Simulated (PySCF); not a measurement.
# SnSiH4ClF (SMILES [F][SnH]([SiH3])[Cl]): levels of theory compared

We compute a comparison of 3 runs (HF/STO-3G, B2PLYP/def2-TZVP, r2SCAN/def2-TZVP) of SnSiH4ClF. 

Program for the calculation: PySCF 2.14.0.

### Step 1. The molecule

SnSiH4ClF has 8 atoms, charge 0, and is taken as a singlet. As SMILES, `[F][SnH]([SiH3])[Cl]`. Geometry: relaxed at PBE0-D4/def2-TZVP.

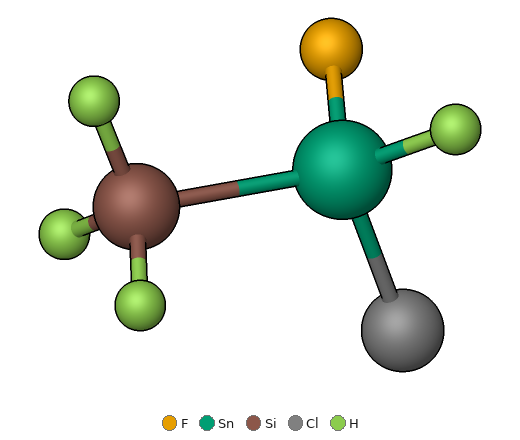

The structure, seen from a chosen angle (fluorine amber, tin teal, silicon brown, chlorine grey, hydrogen green).

### Step 2. Energy and gradient at HF/STO-3G (run 1)

Contents of input.py:

```python
import pyscf.grad
from pyscf import gto, scf

mol = gto.M(
    atom=[
    ('F', (-2.164400, 1.207300, 0.065000)),
    ('Sn', (-0.491100, 0.743900, -0.760400)),
    ('Si', (0.772400, -0.710700, 0.928600)),
    ('Cl', (-1.103700, -0.588800, -2.566200)),
    ('H', (0.081000, 2.212200, -1.406000)),
    ('H', (1.077500, 0.107800, 2.127500)),
    ('H', (2.025400, -1.174900, 0.284900)),
    ('H', (-0.104900, -1.854000, 1.270900)),
],
    verbose=4,
    charge=0,
    spin=0,
    max_memory=1860,
    basis='sto-3g',
)

myscf = scf.RHF(mol)
myscf.conv_tol = 1e-10
myscf.kernel()
if not myscf.converged:
    myscf = myscf.newton().run(myscf.mo_coeff, myscf.mo_occ)

e_tot = myscf.e_tot
print(f'total energy: {e_tot:.8f} hartree')
grad = myscf.Gradients().kernel()
myscf.analyze()
```

Launch:

```bash
$ OMP_NUM_THREADS=1 python input.py
```

Standard output:

```text
PySCF version 2.14.0

[... 80 lines left out ...]
Two-electron Coulomb Energy =         3436.688544266326971
[... 12 lines left out ...]
MO #10  energy= -26.6400384548903  occ= 2
[... 10 lines left out ...]
MO #21  energy= -7.72275086763427  occ= 2
[... 10 lines left out ...]
MO #32  energy= -0.944329447317586 occ= 2
[... 10 lines left out ...]
MO #43  energy= -0.40243501876057  occ= 2
[... 10 lines left out ...]
MO #54  energy= 0.564114878777505  occ= 0
[... 65 lines left out ...]
Dipole moment(X, Y, Z, Debye):  2.79878,  1.18126,  2.72792
```

Run time: 13 s. Hardware: 1 thread of Intel Xeon at 2.50GHz (Skylake/Cascade Lake), shared host; peak memory 0.13 GiB.

### Step 3. A single-point energy at B2PLYP/def2-TZVP (core potential) (run 2)

Contents of input.py:

```python
# [F][SnH]([SiH3])[Cl]
from pyscf import gto, dft, mp

mol = gto.Mole()
mol.atom = '''
F     -4.090123     2.281466     0.122832
Sn    -0.928044     1.405767    -1.436948
Si     1.459624    -1.343028     1.754800
Cl    -2.085691    -1.112671    -4.849415
H      0.153068     4.180452    -2.656955
H      2.036180     0.203712     4.020392
H      3.827451    -2.220239     0.538383
H     -0.198232    -3.503552     2.401653
'''
mol.basis = 'def2-tzvp'
mol.verbose = 4
mol.max_memory = 1860
mol.unit = 'bohr'
mol.ecp = {'Sn': 'def2-svp'}
mol.build()

ks = dft.RKS(mol)
ks.xc = '0.53*HF + 0.47*B88, 0.73*LYP'
ks.grids.level = 5
ks.conv_tol = 1e-10
ks.kernel()
if not ks.converged:
    ks = ks.newton().run(ks.mo_coeff, ks.mo_occ)

pt = mp.MP2(ks, frozen=15).run()
energy = ks.e_tot + 0.27 * pt.e_corr
print('PT2 part  %.8f' % (0.27 * pt.e_corr))
print('Final energy', energy)
dip = ks.dip_moment()
pop, q = ks.mulliken_pop()
```

Launch:

```bash
$ OMP_NUM_THREADS=1 python input.py
```

Standard output:

```text
PySCF version 2.14.0

[... 82 lines left out ...]
converged SCF energy = -1065.57838700879
[... 9 lines left out ...]
Final energy -1065.8622857027215
Dipole moment(X, Y, Z, Debye):  3.66760, -0.06218,  1.56081
[... 188 lines left out ...]
charge of    7H =     -0.00619
```

Wall time 98 s (1 thread of Intel Xeon at 2.50GHz (Skylake/Cascade Lake), shared host); peak memory 1.6 GiB.

### Step 4. Energy and forces at r2SCAN/def2-TZVP (core potential) (run 3)

Contents of calc.py:

```python
# [F][SnH]([SiH3])[Cl]
import pyscf.grad
from pyscf import gto, dft

system = gto.M(
    atom=[
    ('F', (-2.164400, 1.207300, 0.065000)),
    ('Sn', (-0.491100, 0.743900, -0.760400)),
    ('Si', (0.772400, -0.710700, 0.928600)),
    ('Cl', (-1.103700, -0.588800, -2.566200)),
    ('H', (0.081000, 2.212200, -1.406000)),
    ('H', (1.077500, 0.107800, 2.127500)),
    ('H', (2.025400, -1.174900, 0.284900)),
    ('H', (-0.104900, -1.854000, 1.270900)),
],
    spin=0,
    max_memory=1860,
    basis='def2-tzvp',
    verbose=3,
    ecp={'Sn': 'def2-svp'},
)

mf = dft.RKS(system, xc='r2scan')
mf.grids.level = 5
mf.conv_tol = 1e-10
mf.kernel()
if not mf.converged:
    mf = mf.newton().run(mf.mo_coeff, mf.mo_occ)

energy = mf.e_tot
print(f'total energy: {energy:.8f} hartree')
grad = mf.Gradients().kernel()
dip = mf.dip_moment()
pop, q = mf.mulliken_pop()
```

Launch:

```bash
$ OMP_NUM_THREADS=1 python calc.py
```

Standard output:

```text
converged SCF energy = -1066.36599052425
total energy: -1066.36599052 hartree
[... 8 lines left out ...]
Dipole moment(X, Y, Z, Debye):  3.41094, -0.04794,  1.53040
[... 188 lines left out ...]
charge of    7H =      0.00439
```

It took 5.3 min on 1 thread of Intel Xeon at 2.50GHz (Skylake/Cascade Lake), shared host; peak memory 2.5 GiB.

### Step 5. Overview of the runs

```
run                              level      task  core potential   energy (Eh)  dipole moment (D)  HOMO energy (eV)  LUMO energy (eV)  wall time
  1                          HF/STO-3G  gradient               –  -6803.952299               4.08             -8.54              7.82       13 s
  2  B2PLYP/def2-TZVP (core potential)    energy        def2-svp  -1065.862286               3.99             -9.44             -0.04       98 s
  3  r2SCAN/def2-TZVP (core potential)  gradient        def2-svp  -1066.365991               3.74             -7.53             -1.85    5.3 min
```

### Step 6. Outcome

| quantity | value |
| --- | --- |
| run 3: total energy | -1066.36599 Eh |
| run 3: dipole moment | 3.74 D |
| run 3: HOMO energy | -7.53 eV |
| run 3: LUMO energy | -1.85 eV |
| run 3: HOMO–LUMO gap | 5.68 eV |
| run 3: largest force on an atom | 0.134 eV/Å |

What this shows: The dipole moment (its size) runs from 3.74 D (r2SCAN/def2-TZVP) to 4.08 D (HF/STO-3G). The two ends differ in method and basis and core potential. The HOMO–LUMO gap runs from 5.68 eV (r2SCAN/def2-TZVP) to 16.36 eV (HF/STO-3G). Totals of different functionals can't be ranked against each other. Some runs of one species differ in core potentials or relativity; totals across that change don't compare. In run 1 the basis is minimal, so the values are rough. In run 1 relativity is left out where basis or elements ask for it. All runs together took 7.1 min, the longest 5.3 min.
